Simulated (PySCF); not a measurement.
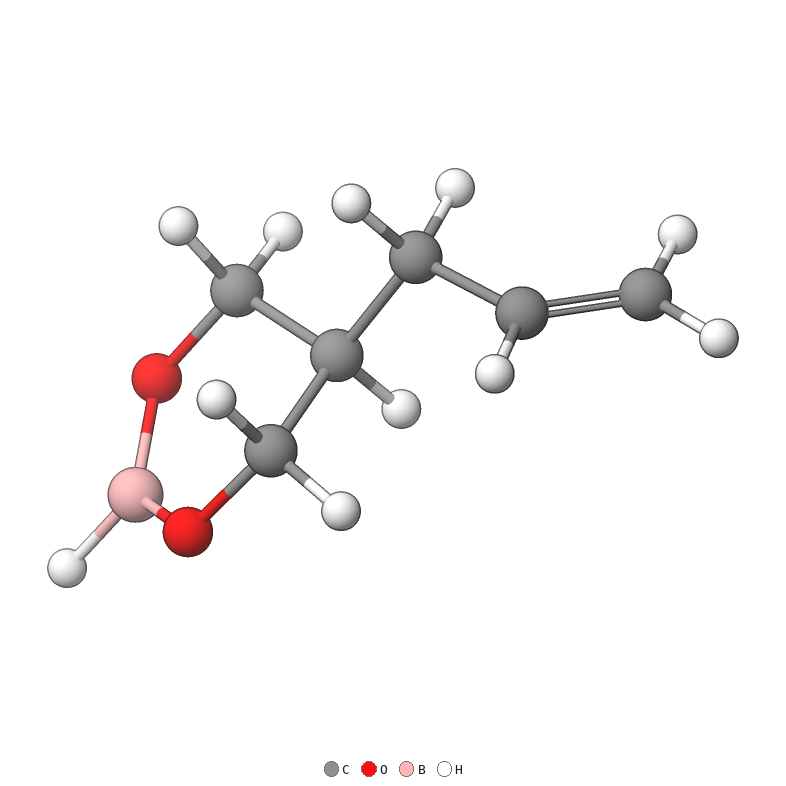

Ball-and-stick drawing of a structure. Multiple sticks mark multiple bonds (one Kekulé form).

The computed structure is the end point of a PBE0-D3(BJ)/def2-SVP optimisation. No frequency run is at hand to confirm it as a minimum.

Description:

It has 20 atoms: 6 carbon, 11 hydrogen, 1 boron and 2 oxygen (C6H11BO2). SMILES: `C=CCC1COBOC1`. Independent rings (smallest set): 1 of 6 members. Among its groups: alkene, B–H bond. This geometry has C1 symmetry. Coordination: 2 C trigonal planar; 4 C tetrahedral; 2 O bent; 1 B trigonal planar.

More results for the same structure follow; atom numbers are the same in all pictures, views and colours differ.

### NMR shielding

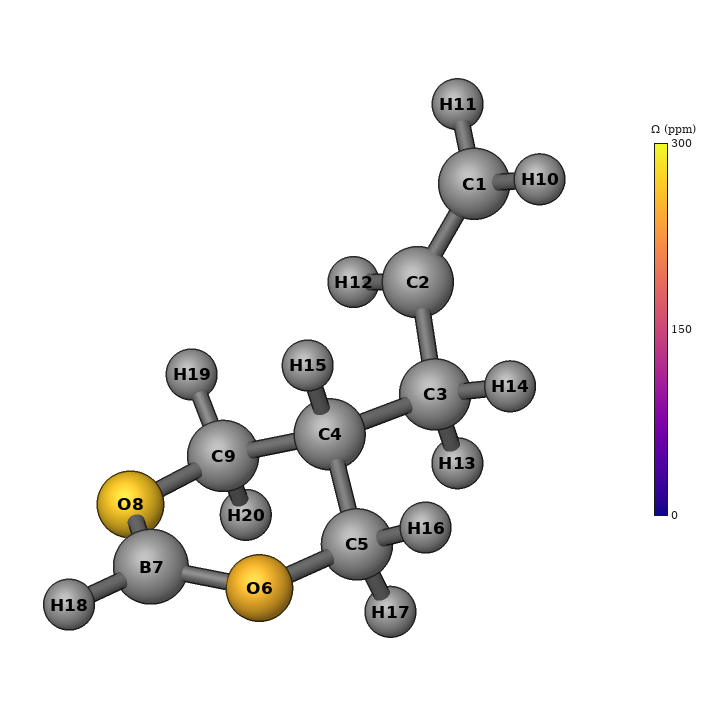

The O atoms are coloured by the span of their shielding tensor. No frequency run is at hand to confirm it as a minimum. Method: GIAO PBE0/pcSseg-1 NMR shielding, non-relativistic, gas phase (PySCF 2.14.0). Principal shieldings σ11 ≤ σ22 ≤ σ33, span Ω = σ33 − σ11, skew κ = 3(σiso − σ22)/Ω.

Give the shielding tensors of the O atoms.

| atom | σ11 | σ22 | σ33 | σiso | Ω | κ |
| --- | --- | --- | --- | --- | --- | --- |
| O6 | 76.7 | 205.9 | 331.9 | 204.8 | 255.2 | −0.01 |
| O8 | 76.9 | 203.6 | 343.4 | 208.0 | 266.5 | 0.05 |

Shieldings and span in ppm.

### Bond orders

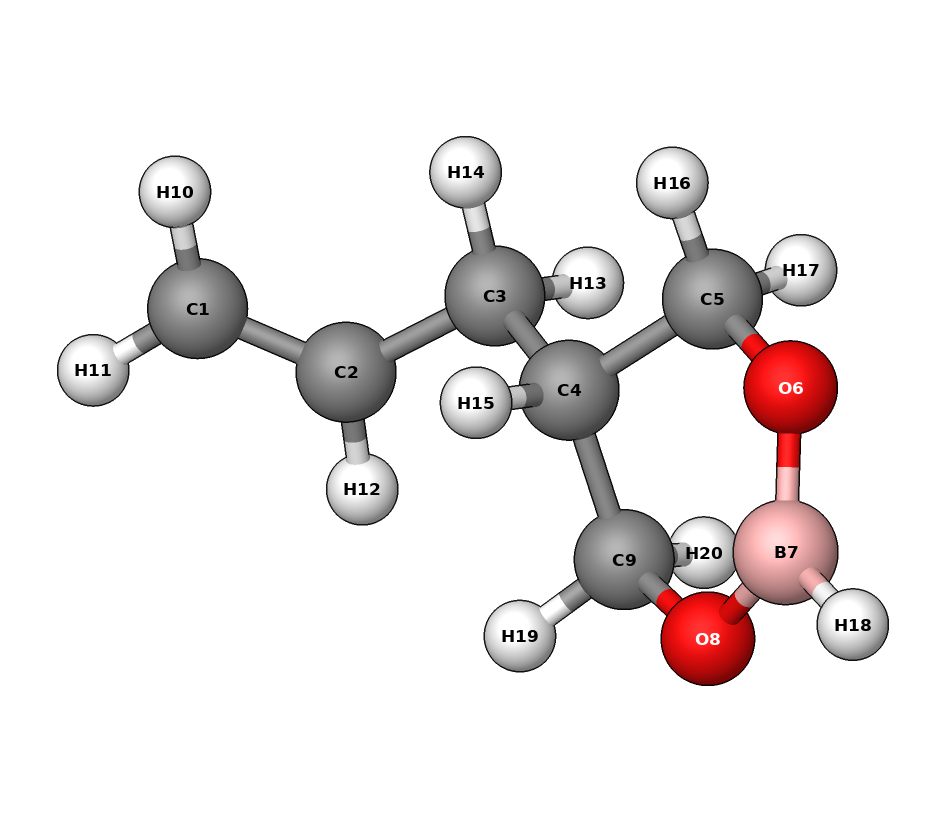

Every bond is drawn as one stick. No frequency run is at hand to confirm it as a minimum. Computed with PBE0/pcSseg-1 (PySCF 2.14.0).

Question: Which bond between heavy atoms has the highest Mayer bond order?

Answer: C1–C2, 1.99, at a length of 1.333 Å.

List the Mayer bond orders of C1–C2, C2–C3, C3–C4, C4–C5, C4–C9, C5–O6, O6–B7, B7–O8, O8–C9 (bonds between heavy atoms, one of each equivalent set).

```csv
bond,Mayer order,length (Å)
C1–C2,1.99,1.333
C2–C3,1.03,1.497
C3–C4,0.99,1.531
C4–C5,1.02,1.522
C4–C9,1.00,1.522
C5–O6,0.88,1.410
O6–B7,1.16,1.358
B7–O8,1.16,1.357
O8–C9,0.88,1.410
```

### Polarisability

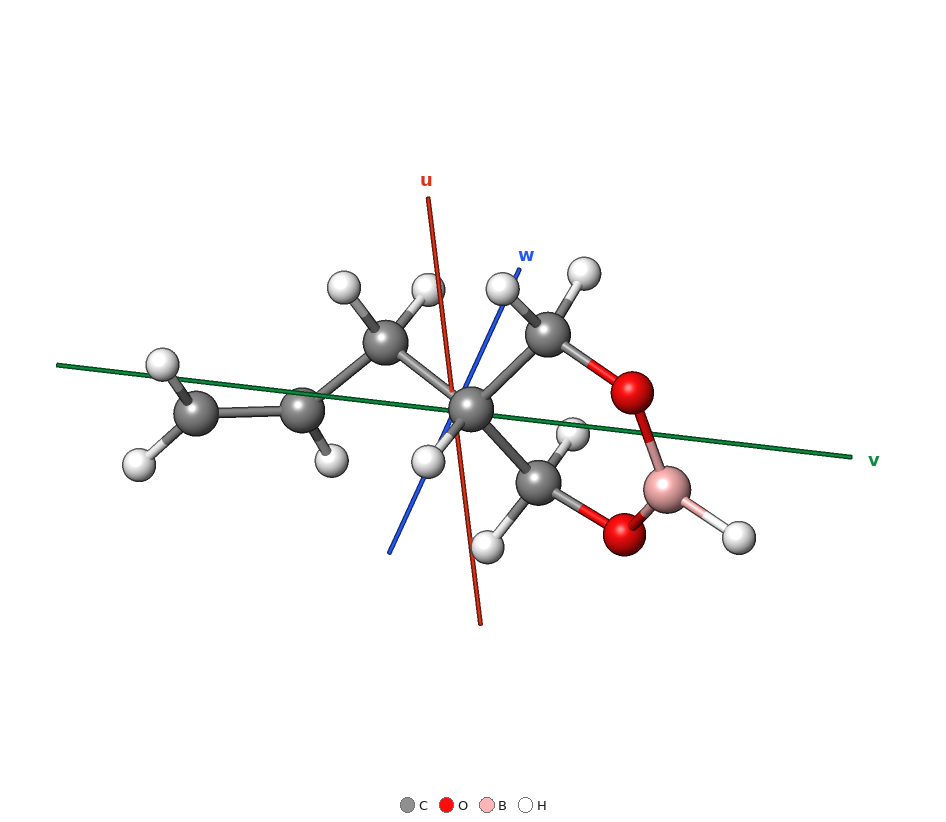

The lines u, v and w are the principal axes of the static dipole polarisability. No frequency run is at hand to confirm it as a minimum. Level of theory: CAM-B3LYP/def2-SVPD (PySCF 2.14.0).

Question: Along which axis is the molecule most polarisable, and along which least?

Answer: Most along v, least along w.

Question: Give the three principal values.

Answer: u 83.0, v 112.3, w 74.8 bohr³; mean 90.1, anisotropy 34.2 bohr³.

### Ring current

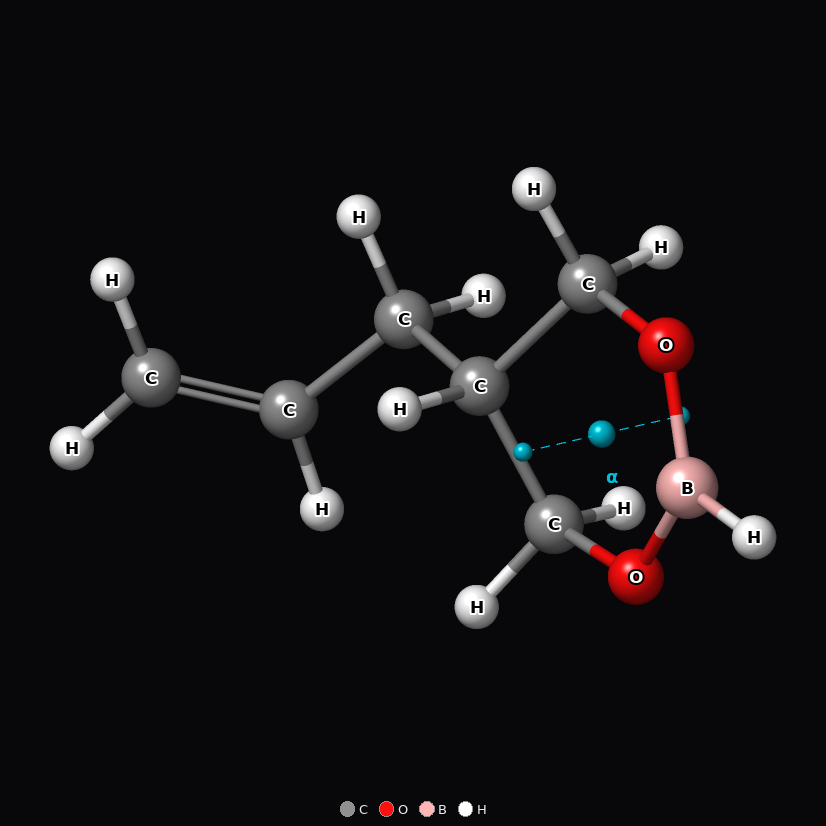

The small points mark where nucleus-independent chemical shifts (NICS) were computed: at the centre of each lettered ring and 1 Å above and below it. No frequency run is at hand to confirm it as a minimum. Level of theory: GIAO ωB97X-D/pcSseg-1 NMR shielding, non-relativistic, gas phase (PySCF 2.14.0).

Give NICS(0), NICS(1) and the out-of-plane component NICS(1)zz for each ring (means of the two sides).

| ring | members | NICS(0) | NICS(1) | NICS(1)zz |
| --- | --- | --- | --- | --- |
| α | C3BO2 | −1.5 | −1.5 | 1.0 |

Values in ppm.

Question: What do the values say about the ring currents?

Answer: Ring α: weak, as in a non-aromatic ring. NICS is one index among several.
